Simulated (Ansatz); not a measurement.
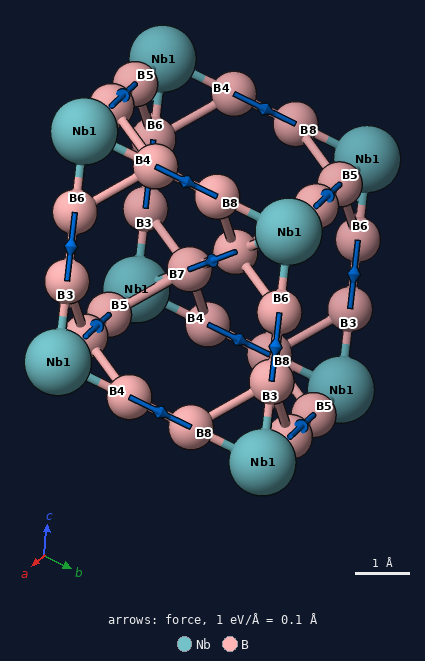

Starting geometry of crystalline NbB8 (a generated structure, set up in Im-3m) (coarse preliminary run) with the computed forces as blue arrows. The picture is a ball-and-stick view of the cell of the calculation, seen slightly off an axis.

These are results of DFT PBE, scalar-relativistic, plane waves, PAW in Ansatz 0.2.0, not measurements. Settings: plane-wave cutoff 420 eV; k-point mesh 6 × 6 × 6; occupations gaussian; smearing width 0.1 eV; no spin polarisation; cell and atoms relaxed; force threshold 0.04 eV/Å; at most 70 steps.

Question: Is this structure relaxed? If not, where do the atoms go?

Answer: It isn't relaxed: the largest force vector, on B atoms, is 8.98 eV/Å. The atoms end up moving mostly along the starting forces (cosine between the two patterns 1.00). The largest moves relative to the cell, 0.072 Å, are those of B atoms. Nb stays in place. The drawn cell changes as follows: a = b = c 4.369 → 5.867 Å (+34.3 %); the volume changes by +142.1 %. Near-neighbour distances that change, for instance: B–B 1.762 → 2.449 Å, B–Nb 1.526 → 2.121 Å, B–B 1.317 → 1.624 Å. The space group stays Im-3m (No. 229). After 10 accepted moves (13 points after the start) the energy has fallen by 46.078 eV per cell of the calculation. The largest force component goes from 5.2 to 0.00066 eV/Å. Pressure: 294.29 GPa at the start and 0.02 GPa at the end. The SCF was repeated 3 times at an unchanged geometry on a basis and grid sized afresh for the cell, which shifted the energy by 1.642 eV per cell of the calculation at most. Cost: 22 s on 1 thread of Intel(R) Xeon(R) 6975P-C (Granite Rapids), with other jobs on the host, peak memory 0.45 GiB.
